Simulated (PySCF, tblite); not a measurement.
**FH12N3Si4, a small molecule taken as a stand-in for a surface group (nitrogen-backed Si): NMR shifts, core binding energies and electronic excitations**

What NMR shifts, core binding energies and electronic excitations should one expect for `F[Si](N[SiH3])(N[SiH3])N[SiH3]`?

Programs: tblite 0.8.0 and PySCF 2.14.0. All values are calculated, for the isolated system unless a continuum is named. Atoms count from 0, parts from 1.

## Step 1: Starting point

20 atoms, charge 0, multiplicity 1; geometry: distance geometry start.

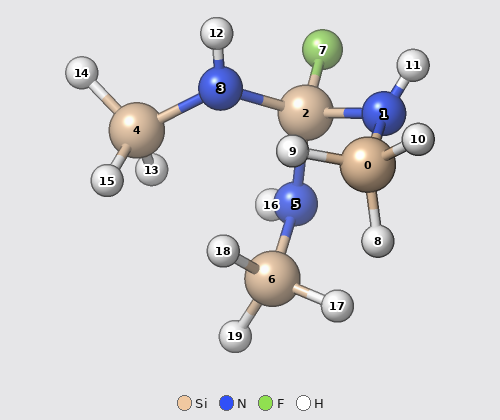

The starting geometry (silicon light orange, nitrogen blue, fluorine green, hydrogen white), atoms numbered.

## Step 2: Relaxing the cluster with GFN2-xTB

The job: settings as JSON, then the geometry in Å.

```
{"job": {"kind": "relax", "xc": "GFN2-xTB", "basis": "xTB"}, "charge": 0, "multiplicity": 1}
Si     0.922264    -2.183825     2.356162
N      1.841731    -2.204218     0.769352
Si     0.918748    -1.557690    -0.659729
N      0.143298     0.029503    -0.263561
Si    -1.422481     0.370675    -1.096791
N     -0.361907    -2.751663    -1.163038
Si    -1.661720    -3.055947     0.053881
F      1.989743    -1.339332    -1.939601
H      0.061631    -3.293410     2.430811
H      0.145868    -0.963191     2.440174
H      1.843193    -2.219545     3.432526
H      2.827369    -1.954623     0.830316
H      0.794714     0.829613    -0.142218
H     -1.703727    -0.629936    -2.077366
H     -1.352751     1.670039    -1.752989
H     -2.477027     0.401434    -0.136783
H     -0.641412    -2.724609    -2.135222
H     -1.227613    -4.010465     0.999002
H     -1.951404    -1.828662     0.734368
H     -2.847971    -3.501372    -0.618175
```

Method: GFN2-xTB geometry optimisation, gas phase.

Started as:

```bash
$ OMP_NUM_THREADS=1 python cluster_run.py task.json out
```

This one command runs all jobs of the session in turn.

The program printed:

```text
step      E/eV     max force
  0    -726.61337    2.538
  1    -726.99010    1.271
  2    -727.26242    0.852
  3    -727.34097    0.806
  4    -727.42369    0.720
  5    -727.48696    0.804
  6    -727.56451    0.477
  7    -727.60639    0.466
  8    -727.64755    0.444
  9    -727.68296    0.462
 10    -727.71540    0.332
 11    -727.74296    0.407
 12    -727.77383    0.479
 13    -727.81640    0.489
 14    -727.86558    0.404
 15    -727.90281    0.328
 16    -727.91777    0.236
 17    -727.92292    0.161
 18    -727.92741    0.161
 19    -727.93266    0.165
 20    -727.94136    0.157
 21    -727.94644    0.174
 22    -727.95242    0.154
 23    -727.95606    0.124
 24    -727.95895    0.145
 25    -727.96214    0.167
 26    -727.96668    0.191
 27    -727.97197    0.198
 28    -727.97639    0.163
 29    -727.97939    0.099
 30    -727.98153    0.103
 31    -727.98348    0.119
 32    -727.98540    0.108
 33    -727.98750    0.110
 34    -727.98940    0.099
 35    -727.99070    0.076
 36    -727.99159    0.052
 37    -727.99236    0.061
 38    -727.99326    0.095
 39    -727.99444    0.086
 40    -727.99551    0.090
 41    -727.99618    0.055
 42    -727.99656    0.046
 43    -727.99692    0.067
 44    -727.99734    0.046
 45    -727.99781    0.050
 46    -727.99805    0.033
 47    -727.99826    0.027
 48    -727.99847    0.032
 49    -727.99872    0.041
 50    -727.99897    0.049
 51    -727.99923    0.044
 52    -727.99952    0.040
 53    -727.99986    0.044
 54    -728.00023    0.042
 55    -728.00066    0.051
 56    -728.00116    0.058
 57    -728.00173    0.057
 58    -728.00228    0.047
 59    -728.00266    0.050
 60    -728.00291    0.043
 61    -728.00313    0.040
 62    -728.00336    0.043
 63    -728.00356    0.034
 64    -728.00375    0.040
 65    -728.00397    0.037
 66    -728.00420    0.030
 67    -728.00437    0.023
 68    -728.00445    0.022
 69    -728.00450    0.021
 70    -728.00456    0.017
 71    -728.00466    0.021
 72    -728.00479    0.022
 73    -728.00488    0.020
 74    -728.00494    0.014
 75    -728.00497    0.016
 76    -728.00504    0.019
 77    -728.00513    0.022
 78    -728.00522    0.025
 79    -728.00530    0.022
 80    -728.00536    0.019
 81    -728.00544    0.024
 82    -728.00559    0.028
 83    -728.00577    0.030
 84    -728.00593    0.026
 85    -728.00604    0.021
 86    -728.00614    0.022
 87    -728.00630    0.027
 88    -728.00656    0.038
 89    -728.00683    0.035
 90    -728.00701    0.023
 91    -728.00709    0.018
 92    -728.00716    0.019
 93    -728.00726    0.026
 94    -728.00739    0.030
 95    -728.00749    0.021
 96    -728.00754    0.014
 97    -728.00758    0.015
 98    -728.00763    0.016
 99    -728.00770    0.021
100    -728.00775    0.015
101    -728.00779    0.016
102    -728.00782    0.014
103    -728.00787    0.021
104    -728.00794    0.025
105    -728.00803    0.023
106    -728.00811    0.017
107    -728.00816    0.018
108    -728.00821    0.019
109    -728.00829    0.024
110    -728.00840    0.027
111    -728.00850    0.021
112    -728.00856    0.016
113    -728.00860    0.016
114    -728.00865    0.021
115    -728.00872    0.021
116    -728.00881    0.016
117    -728.00887    0.014
118    -728.00890    0.017
119    -728.00895    0.019
120    -728.00902    0.018
121    -728.00914    0.022
122    -728.00929    0.025
123    -728.00946    0.027
124    -728.00965    0.029
125    -728.00985    0.038
126    -728.01007    0.039
127    -728.01031    0.049
128    -728.01015    0.076
129    -728.01074    0.078
130    -728.01096    0.054
131    -728.01144    0.042
132    -728.01176    0.038
133    -728.01209    0.039
134    -728.01230    0.030
135    -728.01244    0.038
136    -728.01259    0.036
137    -728.01281    0.031
138    -728.01301    0.033
139    -728.01331    0.049
140    -728.01355    0.047
141    -728.01372    0.030
142    -728.01382    0.024
143    -728.01392    0.026
144    -728.01402    0.022
145    -728.01418    0.020
146    -728.01427    0.021
147    -728.01440    0.021
148    -728.01450    0.023
149    -728.01460    0.021
150    -728.01470    0.021
151    -728.01479    0.025
152    -728.01487    0.020
153    -728.01494    0.015
154    -728.01500    0.017
155    -728.01504    0.017
156    -728.01514    0.023
157    -728.01523    0.024
158    -728.01532    0.018
159    -728.01537    0.014
160    -728.01542    0.014
161    -728.01546    0.016
162    -728.01552    0.017
163    -728.01560    0.020
164    -728.01565    0.017
165    -728.01571    0.015
166    -728.01577    0.017
167    -728.01585    0.019
168    -728.01593    0.018
169    -728.01601    0.024
170    -728.01610    0.015
171    -728.01621    0.015
172    -728.01627    0.017
173    -728.01635    0.018
174    -728.01644    0.018
175    -728.01654    0.017
176    -728.01662    0.017
177    -728.01669    0.016
178    -728.01675    0.019
179    -728.01681    0.023
180    -728.01687    0.020
181    -728.01697    0.021
182    -728.01705    0.020
183    -728.01717    0.018
184    -728.01726    0.019
185    -728.01734    0.016
186    -728.01738    0.016
187    -728.01743    0.014
188    -728.01748    0.015
189    -728.01757    0.017
190    -728.01764    0.022
191    -728.01779    0.025
192    -728.01792    0.026
193    -728.01806    0.035
194    -728.01822    0.040
195    -728.01840    0.041
196    -728.01857    0.040
197    -728.01869    0.040
198    -728.01886    0.039
199    -728.01909    0.033
200    -728.01922    0.025
201    -728.01922    0.025
202    -728.02132    0.081
203    -728.02196    0.047
204    -728.02247    0.076
205    -728.02284    0.042
206    -728.02294    0.071
207    -728.02305    0.038
208    -728.02301    0.049
209    -728.02316    0.017
210    -728.02317    0.011
211    -728.02319    0.005
```

Run time: 8.1 s. Hardware: 1 thread of AMD EPYC 9R45, shared host.

Along the way:

```
step  energy from step 0 (eV)  largest force (eV/Å)
   0                   0.0000                2.5380
   8                  -1.0342                0.4437
  16                  -1.3044                0.2361
  24                  -1.3456                0.1452
  32                  -1.3720                0.1086
  40                  -1.3821                0.0900
  48                  -1.3851                0.0317
  56                  -1.3878                0.0583
  64                  -1.3904                0.0406
  72                  -1.3914                0.0211
  80                  -1.3920                0.0194
  88                  -1.3932                0.0378
  96                  -1.3942                0.0137
 104                  -1.3946                0.0245
 112                  -1.3952                0.0161
 120                  -1.3956                0.0176
 128                  -1.3968                0.0766
 136                  -1.3992                0.0362
 144                  -1.4006                0.0224
 152                  -1.4015                0.0192
 160                  -1.4020                0.0141
 168                  -1.4026                0.0182
 176                  -1.4032                0.0169
 184                  -1.4039                0.0193
 192                  -1.4045                0.0252
 200                  -1.4058                0.0246
 208                  -1.4096                0.0493
 211                  -1.4098                0.0046
```

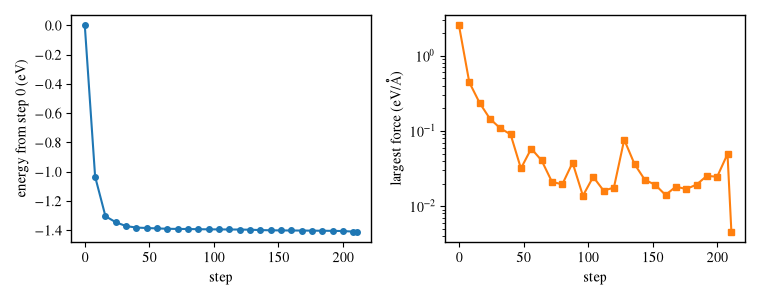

Energy and largest force along the relaxation.

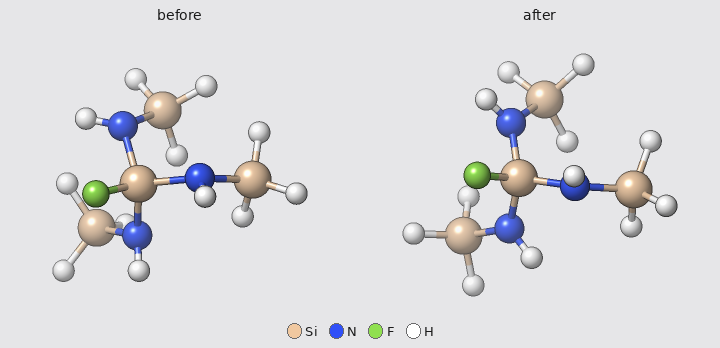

The geometry before (left) and after (right).

Distances of close pairs at the start and the end, largest changes first:

```
  bond  before (Å)  after (Å)  change (Å)
Si0–N1       1.834      1.727      -0.107
Si2–N5       1.822      1.719      -0.103
N1–Si2       1.820      1.722      -0.098
Si2–N3       1.810      1.714      -0.096
N5–Si6       1.806      1.727      -0.079
N3–Si4       1.806      1.730      -0.076
Si0–H8       1.406      1.469      +0.062
Si2–F7       1.683      1.621      -0.062
```

## Step 3: Geometry optimisation at PBE0-D3(BJ)/def2-SVP

The job: settings as JSON, then the geometry in Å.

```
{"job": {"xc": "PBE0", "basis": "def2-SVP", "d3": "d3bj", "grid": 2, "kind": "geom", "shake": 0.01}, "charge": 0, "multiplicity": 1}
Si     1.471525    -0.419586     2.322744
N      1.895146    -0.329309     0.649979
Si     0.843530    -0.050192    -0.703432
N      0.217317     1.520809    -0.545916
Si    -1.087932     2.213656    -1.496466
N     -0.359018    -1.219915    -0.987106
Si    -1.664169    -1.705325     0.023112
F      1.837398    -0.149361    -2.003025
H      0.673493    -1.591508     2.666601
H      0.656335     0.799230     2.618674
H      2.715121    -0.395320     3.053819
H      2.766124    -0.788691     0.418624
H      0.605718     2.120841     0.123738
H     -0.718912     2.299257    -2.892593
H     -1.261929     3.550548    -0.918597
H     -2.303895     1.431599    -1.338588
H     -0.203386    -1.773275    -1.809727
H     -1.334744    -2.897197     0.806331
H     -1.983123    -0.600275     0.921410
H     -2.810458    -2.011270    -0.876464
```

The program printed:

```text
step   0  E = -1428.15930659  max force = 0.028601
step   1  E = -1428.16864615  max force = 0.003676
step   2  E = -1428.16935972  max force = 0.001900
step   3  E = -1428.16994710  max force = 0.002576
step   4  E = -1428.17083174  max force = 0.002406
step   5  E = -1428.17110878  max force = 0.001807
step   6  E = -1428.17136428  max force = 0.001803
step   7  E = -1428.17157471  max force = 0.001898
step   8  E = -1428.17176956  max force = 0.001411
step   9  E = -1428.17195624  max force = 0.001556
step  10  E = -1428.17214289  max force = 0.001700
step  11  E = -1428.17230651  max force = 0.001794
step  12  E = -1428.17246297  max force = 0.001265
step  13  E = -1428.17263966  max force = 0.001868
step  14  E = -1428.17291399  max force = 0.002286
step  15  E = -1428.17326771  max force = 0.004215
step  16  E = -1428.17358708  max force = 0.003544
step  17  E = -1428.17386799  max force = 0.002741
step  18  E = -1428.17400645  max force = 0.002633
step  19  E = -1428.17422077  max force = 0.001999
step  20  E = -1428.17442724  max force = 0.001590
step  21  E = -1428.17455826  max force = 0.001701
step  22  E = -1428.17464566  max force = 0.000939
step  23  E = -1428.17466905  max force = 0.000404
step  24  E = -1428.17468641  max force = 0.000320
step  25  E = -1428.17470760  max force = 0.000580
step  26  E = -1428.17471411  max force = 0.000480
step  27  E = -1428.17472186  max force = 0.000153
optimisation converged
```

Run time: 5.9 min. Hardware: 1 thread of AMD EPYC 9R45, shared host; peak memory 1.2 GiB.

Along the way:

```
step  energy from step 0 (eV)  largest force component (eV/Å)
   0                   0.0000                          1.4707
   1                  -0.2541                          0.1890
   2                  -0.2736                          0.0977
   3                  -0.2895                          0.1325
   4                  -0.3136                          0.1237
   5                  -0.3212                          0.0929
   6                  -0.3281                          0.0927
   7                  -0.3338                          0.0976
   8                  -0.3391                          0.0726
   9                  -0.3442                          0.0800
  10                  -0.3493                          0.0874
  11                  -0.3537                          0.0923
  12                  -0.3580                          0.0650
  13                  -0.3628                          0.0961
  14                  -0.3703                          0.1176
  15                  -0.3799                          0.2167
  16                  -0.3886                          0.1822
  17                  -0.3962                          0.1409
  18                  -0.4000                          0.1354
  19                  -0.4058                          0.1028
  20                  -0.4115                          0.0818
  21                  -0.4150                          0.0875
  22                  -0.4174                          0.0483
  23                  -0.4180                          0.0208
  24                  -0.4185                          0.0165
  25                  -0.4191                          0.0298
  26                  -0.4193                          0.0247
  27                  -0.4195                          0.0079
```

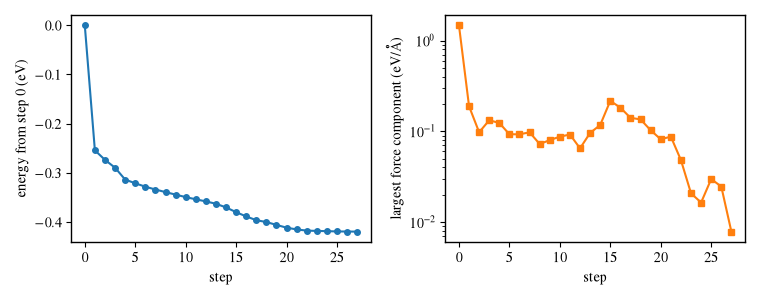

Energy and largest force along the relaxation.

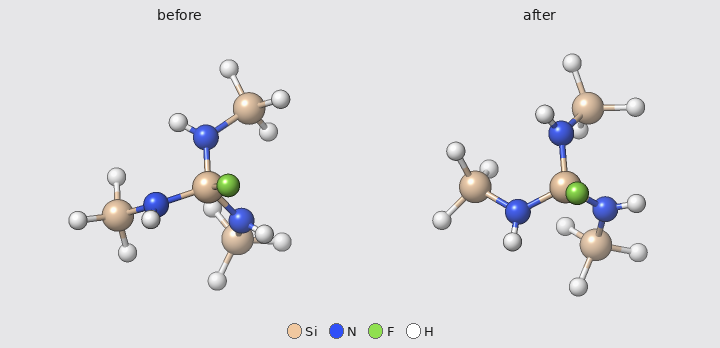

Before and after, at one scale.

Close pairs (by a distance rule), those that changed most:

```
   bond  before (Å)  after (Å)  change (Å)
Si0–H10       1.443      1.494      +0.051
Si4–H13       1.447      1.496      +0.050
Si4–H15       1.454      1.492      +0.038
 N3–H12       0.979      1.016      +0.036
 Si0–H8       1.459      1.493      +0.034
Si6–H18       1.459      1.493      +0.033
Si6–H17       1.464      1.496      +0.032
 N5–Si6       1.720      1.750      +0.029
```

The end geometry stands in the next job.

```
                         at the end point                value
  point group (found at 0.08 Å tolerance)                   C3
rotational constants (GHz, main isotopes)  0.844, 0.843, 0.688
                        dipole moment (D)                 0.06
```

## Step 4: Nuclear shieldings: PBE0/pcSseg-1

The job: settings as JSON, then the geometry in Å.

```
{"job": {"kind": "nmr", "xc": "PBE0", "basis": "pcSseg-1"}, "charge": 0, "multiplicity": 1}
Si     1.305978     0.267894     2.173210
N      1.395743    -0.747360     0.750597
Si     0.913004    -0.241587    -0.816696
N      0.583758     1.442943    -0.788949
Si    -1.016498     2.129709    -0.959876
N     -0.505387    -1.092430    -1.275067
Si    -1.438700    -2.095175    -0.186554
F      2.099539    -0.546707    -1.884590
H     -0.076360     0.790602     2.382608
H      2.237256     1.437278     2.113289
H      1.695873    -0.584016     3.336559
H      1.837285    -1.655342     0.862535
H      1.361921     2.095729    -0.768543
H     -1.602131     1.909797    -2.319126
H     -0.882778     3.600731    -0.738216
H     -1.960642     1.559942     0.045770
H     -0.790832    -1.084138    -2.249959
H     -0.698112    -3.316798     0.257989
H     -1.848965    -1.338062     1.032641
H     -2.656542    -2.529146    -0.934462
```

With the program's defaults for keys left out, this is: GIAO PBE0/pcSseg-1 NMR shielding, non-relativistic, gas phase.

The program printed:

```text
coarse grid: 18208 points
cycle   1  E = -1428.4976271770  dE =  4.088e-01  |g| = 8.071e-01  |ddm| = 4.095e+00
cycle   2  E = -1428.4018607193  dE =  9.577e-02  |g| = 1.089e+00  |ddm| = 1.315e+00
cycle   3  E = -1428.6171688630  dE = -2.153e-01  |g| = 4.960e-02  |ddm| = 8.161e-01
cycle   4  E = -1428.6176667548  dE = -4.979e-04  |g| = 1.255e-02  |ddm| = 6.783e-02
cycle   5  E = -1428.6176952525  dE = -2.850e-05  |g| = 3.363e-03  |ddm| = 1.705e-02
cycle   6  E = -1428.6176976658  dE = -2.413e-06  |g| = 8.857e-04  |ddm| = 3.791e-03
final grid: 156752 points
cycle   7  E = -1428.6584516996  dE = -2.649e-05  |g| = 8.378e-03  |ddm| = 2.171e-02
cycle   8  E = -1428.6584350322  dE =  1.667e-05  |g| = 1.229e-02  |ddm| = 1.487e-02
cycle   9  E = -1428.6584662659  dE = -3.123e-05  |g| = 6.588e-04  |ddm| = 8.898e-03
cycle  10  E = -1428.6584663116  dE = -4.569e-08  |g| = 3.248e-04  |ddm| = 5.802e-04
cycle  11  E = -1428.6584663264  dE = -1.476e-08  |g| = 4.201e-05  |ddm| = 2.112e-04
cycle  12  E = -1428.6584663267  dE = -3.001e-10  |g| = 1.287e-05  |ddm| = 5.264e-05
converged SCF energy = -1428.6584663267

GIAO shielding tensors (ppm)
atom      isotropic    diamagn.    paramagn.     s11        s22        s33       span
  0 Si     406.777     879.911    -473.134    363.302    392.625    464.404    101.102
  1 N      244.566     328.283     -83.718    216.845    229.324    287.527     70.682
  2 Si     394.177     882.220    -488.044    385.872    397.954    398.705     12.833
  3 N      244.598     328.271     -83.674    216.820    229.630    287.344     70.523
  4 Si     406.733     879.931    -473.198    363.538    392.227    464.434    100.897
  5 N      244.712     328.297     -83.585    216.770    229.611    287.755     70.985
  6 Si     406.743     879.929    -473.187    363.283    392.480    464.465    101.181
  7 F      304.323     469.285    -164.962    271.696    271.762    369.510     97.814
  8 H       26.536      31.198      -4.662     23.082     25.932     30.595      7.514
  9 H       26.654      29.293      -2.639     23.037     24.677     32.247      9.211
 10 H       26.663      28.504      -1.841     23.323     24.468     32.199      8.876
 11 H       30.768      32.442      -1.674     22.795     26.881     42.627     19.832
 12 H       30.776      32.446      -1.669     22.798     26.911     42.620     19.823
 13 H       26.650      29.274      -2.625     23.033     24.647     32.269      9.237
 14 H       26.660      28.524      -1.864     23.316     24.472     32.192      8.877
 15 H       26.535      31.224      -4.688     23.090     25.957     30.559      7.469
 16 H       30.773      32.433      -1.660     22.802     26.882     42.637     19.835
 17 H       26.651      29.293      -2.641     23.038     24.665     32.251      9.213
 18 H       26.531      31.223      -4.691     23.085     25.943     30.567      7.482
 19 H       26.663      28.513      -1.851     23.325     24.465     32.198      8.874
```

Run time: 22 s. Hardware: 1 thread of AMD EPYC 9R45, shared host; peak memory 1.4 GiB.

Shifts follow as δ = σ(reference) − σ, with reference shieldings (ppm) from runs at the same level and on the same kind of geometry: 1H TMS 31.27, 29Si TMS 352.0, 19F CFCl3 177.2, 15N NH3 265.7. The references are single molecules in the gas phase, so shifts against H2O, NH3, PH3, H3PO4 or CFCl3 are not on the usual liquid scales and can be off by tens of ppm. Atoms listed in one row are averaged.

```
        atoms                            environment  σ (ppm)  δ (ppm)
 H8, H15, H18      hydrogen on a silicon bonded to N    26.53     4.73
 H9, H13, H17      hydrogen on a silicon bonded to N    26.65     4.62
H10, H14, H19      hydrogen on a silicon bonded to N    26.66     4.60
H11, H12, H16  hydrogen on a nitrogen bonded to 2 Si    30.77     0.49
          Si2               silicon bonded to F, 3 N    394.2    -42.2
Si0, Si4, Si6               silicon bonded to N, 3 H    406.8    -54.8
   N1, N3, N5             nitrogen bonded to 2 Si, H    244.6     21.0
           F7                  fluorine bonded to Si    304.3   -127.1
```

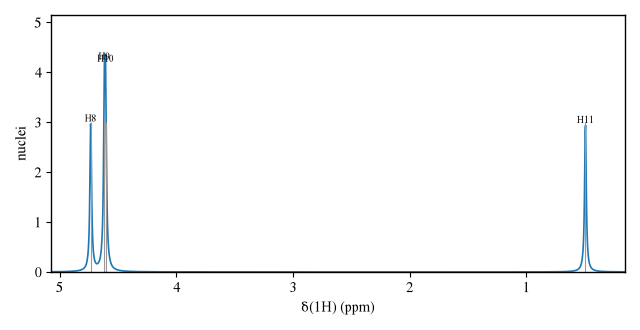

1H lines at the computed shifts, without couplings. Lines are broadened to a width of 0.02 ppm (Lorentzian).

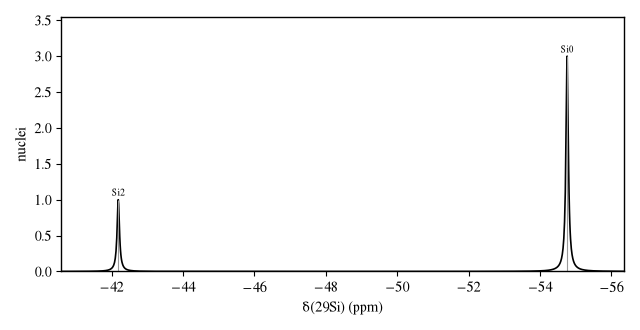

29Si lines at the computed shifts, without couplings. Lines are broadened to a width of 0.08 ppm (Lorentzian).

Charges from the same density, by scheme (e):

```
        atoms  Mulliken    IAO  Hirshfeld  ESP fit
Si0, Si4, Si6      0.60   0.73       0.34     0.43
   N1, N3, N5     -0.87  -0.95      -0.32    -0.75
          Si2      1.44   1.55       0.51     1.03
           F7     -0.41  -0.53      -0.22    -0.36
```

IAO charges:

Si0 0.73; N1 -0.95; Si2 1.55; N3 -0.95; Si4 0.73; N5 -0.95; Si6 0.73; F7 -0.53; H8 -0.13; H9 -0.14; H10 -0.12; H11 0.28; H12 0.28; H13 -0.14; H14 -0.12; H15 -0.13; H16 0.28; H17 -0.14; H18 -0.13; H19 -0.12

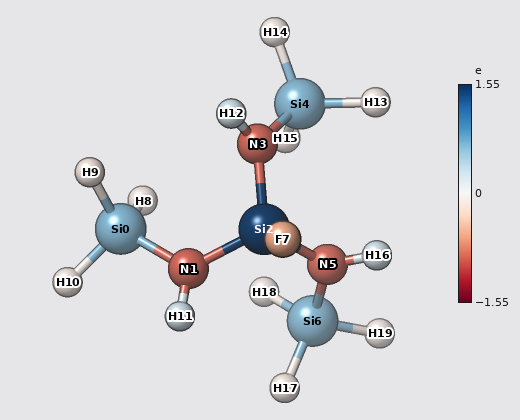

IAO charges, as colours on the atoms.

Mayer bond orders: Si0–N1 0.92, N1–Si2 0.94, Si2–N3 0.94, N3–Si4 0.92, Si2–N5 0.94, N5–Si6 0.92, Si2–F7 0.97.

(Part 1 of 2 ends here.)
